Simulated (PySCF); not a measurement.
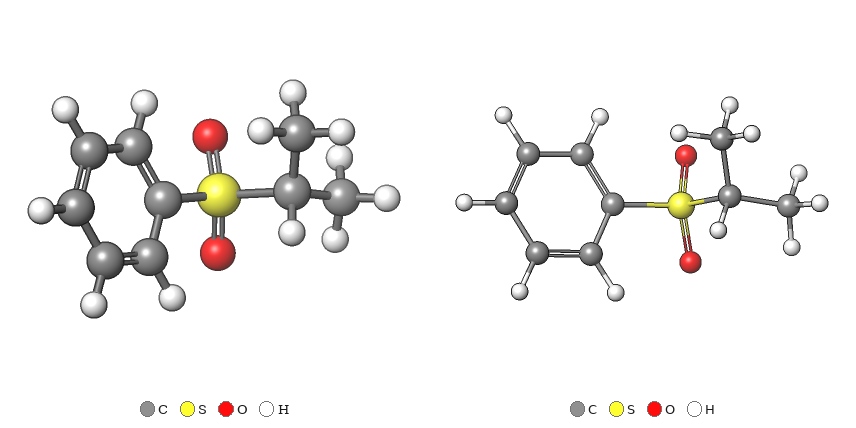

Two views of one molecule.

Computed geometry: PBE0-D3(BJ)/def2-SVP optimisation. No frequency run is at hand to confirm it as a minimum.

What is the molecular formula?

Answer. C9H12O2S, 24 atoms: 9 carbon, 12 hydrogen, 2 oxygen and 1 sulfur.

How many bonds of each kind are drawn?

Answer. 12 C–H, 8 C–C, 2 C–S, 2 O–S.

Does it have rings?

Answer. Independent rings (smallest set): 1 of 6 members, 1 of them aromatic.

Write the SMILES.

Answer. CC(C)S(=O)(=O)c1ccccc1

Name some functional groups or characteristic bonds that it holds.

Answer. Among them: sulfone.

The parts below concern this one geometry. Atoms keep their numbers from picture to picture.

Shape

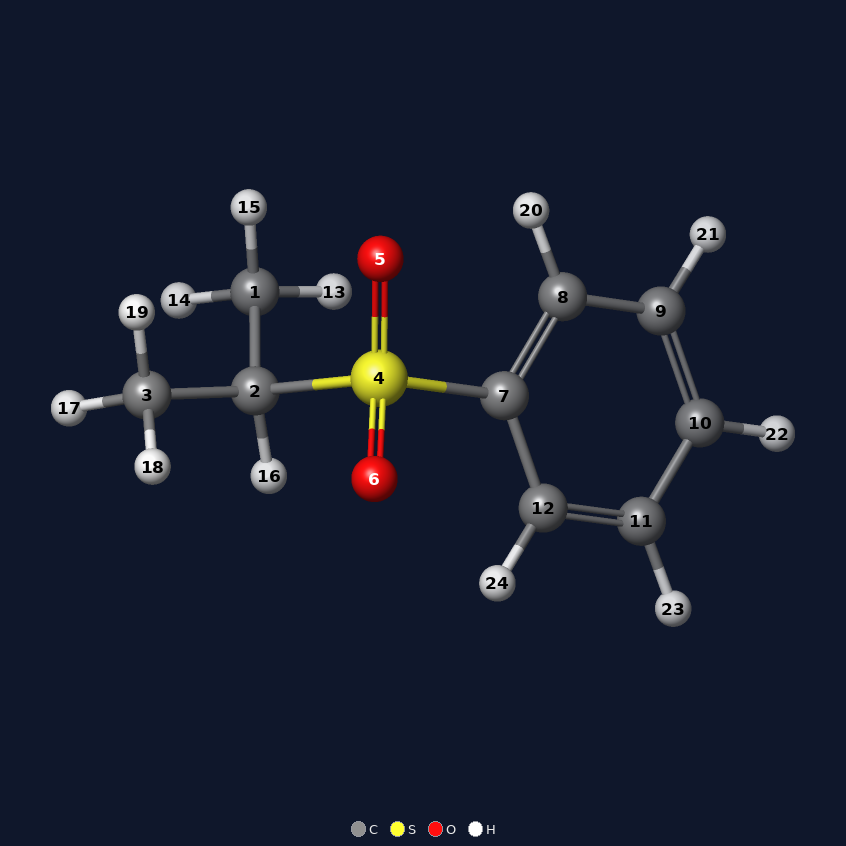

Atoms carry their numbers in the input. No frequency run is at hand to confirm it as a minimum.

Which atoms are bonded, and how long are the bonds? Leave out bonds to hydrogen.

| bond | length (Å) | order |
| --- | --- | --- |
| C1–C2 | 1.516 | single |
| C2–C3 | 1.521 | single |
| C2–S4 | 1.818 | single |
| S4–O5 | 1.465 | double |
| S4–O6 | 1.464 | double |
| S4–C7 | 1.784 | single |
| C7–C8 | 1.393 | aromatic |
| C7–C12 | 1.394 | aromatic |
| C8–C9 | 1.393 | aromatic |
| C9–C10 | 1.395 | aromatic |
| C10–C11 | 1.396 | aromatic |
| C11–C12 | 1.392 | aromatic |

Excitation

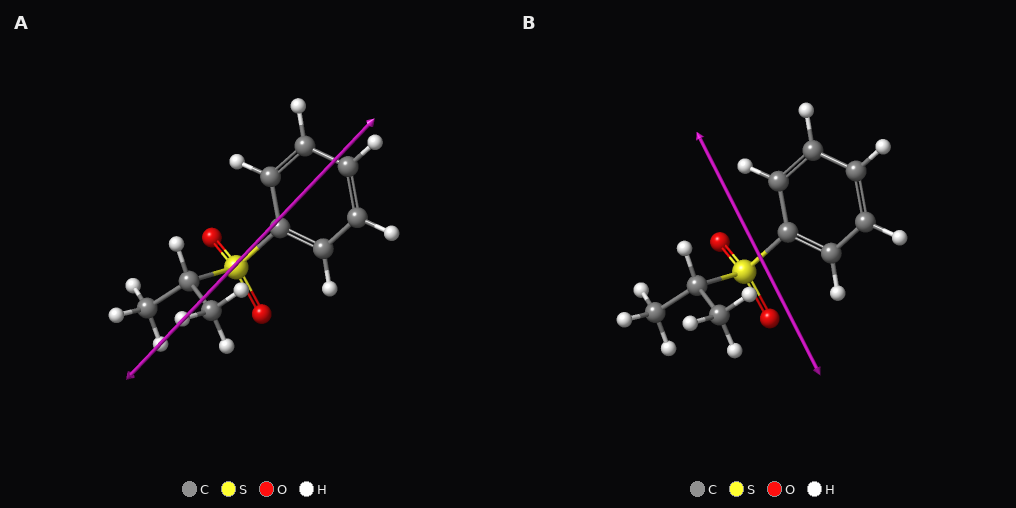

The double arrows show the directions of two transition dipoles from the ground state (lengths mean nothing). No frequency run is at hand to confirm it as a minimum. Level of theory: TDDFT CAM-B3LYP/def2-SVPD, vertical, gas phase, core orbitals frozen in the response (PySCF 2.14.0).

One belongs to singlet state 2 and one to singlet state 7. Which is which?

Answer. A: state 2, 6.00 eV (207 nm), oscillator strength 0.051, mainly HOMO−1 → LUMO (weight 0.73).
B: state 7, 7.06 eV (176 nm), oscillator strength 0.23, mainly HOMO−2 → LUMO+1 (weight 0.59).

Charges

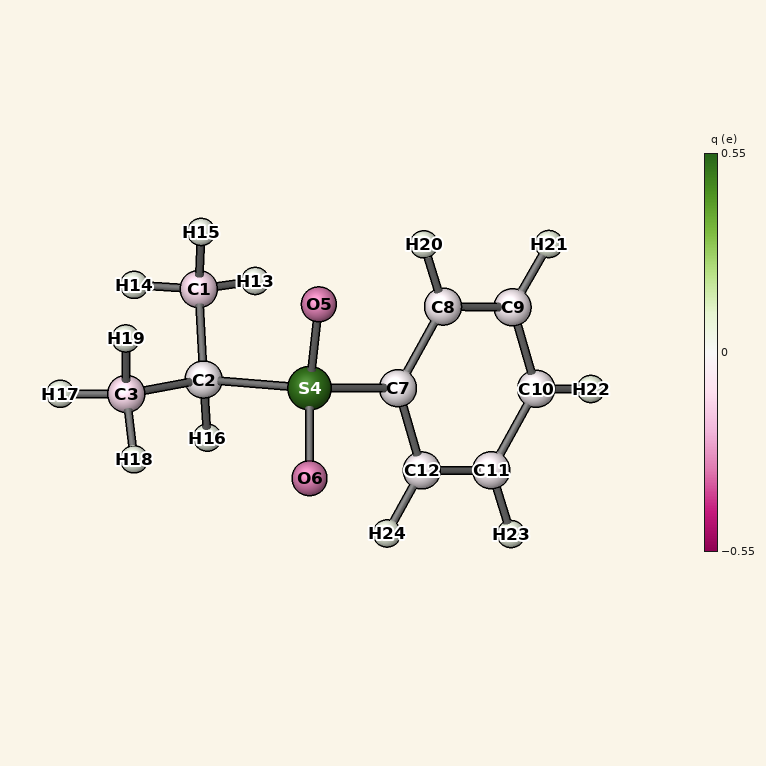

Atoms are coloured by their Hirshfeld charges. No frequency run is at hand to confirm it as a minimum. Method: PBE0/pcSseg-1, gas phase (PySCF 2.14.0).

Which atom carries the highest charge (most positive or least negative)?

Answer. S4 (0.51 e).

And the lowest?

Answer. O5, O6 (−0.31 e).

Give the Hirshfeld charges atom by atom.

```json
{"atom": "C1", "value (e)": "−0.12"}
{"atom": "C2", "value (e)": "−0.03"}
{"atom": "C3", "value (e)": "−0.12"}
{"atom": "S4", "value (e)": "0.51"}
{"atom": "O5", "value (e)": "−0.31"}
{"atom": "O6", "value (e)": "−0.31"}
{"atom": "C7", "value (e)": "−0.03"}
{"atom": "C8", "value (e)": "−0.04"}
{"atom": "C9", "value (e)": "−0.04"}
{"atom": "C10", "value (e)": "−0.03"}
{"atom": "C11", "value (e)": "−0.04"}
{"atom": "C12", "value (e)": "−0.04"}
{"atom": "H13", "value (e)": "0.04"}
{"atom": "H14", "value (e)": "0.05"}
{"atom": "H15", "value (e)": "0.04"}
{"atom": "H16", "value (e)": "0.04"}
{"atom": "H17", "value (e)": "0.05"}
{"atom": "H18", "value (e)": "0.04"}
{"atom": "H19", "value (e)": "0.04"}
{"atom": "H20", "value (e)": "0.05"}
{"atom": "H21", "value (e)": "0.06"}
{"atom": "H22", "value (e)": "0.06"}
{"atom": "H23", "value (e)": "0.06"}
{"atom": "H24", "value (e)": "0.06"}
```

Quadrupole coupling

No frequency run is at hand to confirm it as a minimum. Electric field gradients from the ground-state density, PBE0/pcSseg-1 (PySCF 2.14.0), non-relativistic apart from any core potentials.

Give the largest field-gradient component, the quadrupole coupling constant and the asymmetry for 33S at S4 (Q = −67.81 mb), 17O at O5 (Q = −25.6 mb), 17O at O6 (Q = −25.6 mb), 2H at H13 (Q = 2.86 mb), 2H at H14 (Q = 2.86 mb).

```csv
atom,V_zz (a.u.),e²qQ/h (MHz),η
S4,0.181,−2.88,0.90
O5,1.468,−8.83,0.13
O6,1.482,−8.92,0.16
H13,0.290,0.195,0.03
H14,0.292,0.196,0.03
```
